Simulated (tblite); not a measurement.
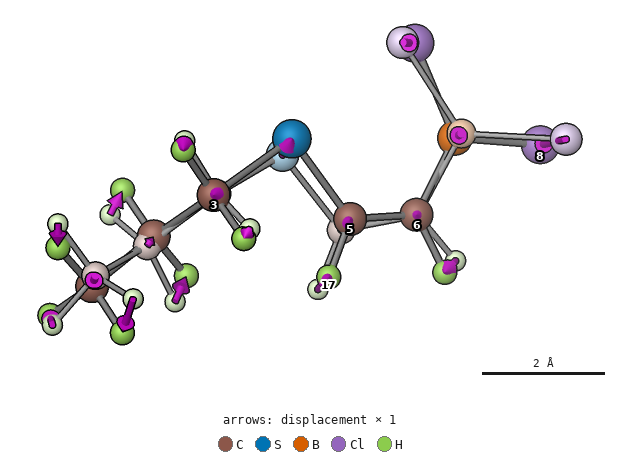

This is a relaxation of C₅H₉BCl₂S. The starting structure is drawn faded, the final one solid; purple arrows show the displacements, at their true length. The two geometries are superimposed by the best rigid fit.

The picture is a ball-and-stick view, seen at a tilt.

Method: tblite, GFN2-xTB geometry optimisation, gas phase. 

Q: What did the optimiser do to the structure, and how much energy did it gain?

A: A Cl atom moves most after the best rigid fit: 2.13 Å. By element the largest moves are Cl 2.13 Å, H 1.64 Å, C 0.99 Å, S 0.75 Å, B 0.45 Å. Among the contacts that change: Cl–S 2.743 → 3.028 Å, B–Cl 1.852 → 1.729 Å, C–S 1.774 → 1.726 Å, C–S 1.786 → 1.833 Å. Bond angles that change, for instance: C–S–C 114.5° → 99.4°, S–C–H 124.2° → 113.0°, C–C–H 103.4° → 110.8°. Groups turn about C–S by about 45°, B–C by about 30°. The energy falls by 1.260 eV in 103 geometry steps.
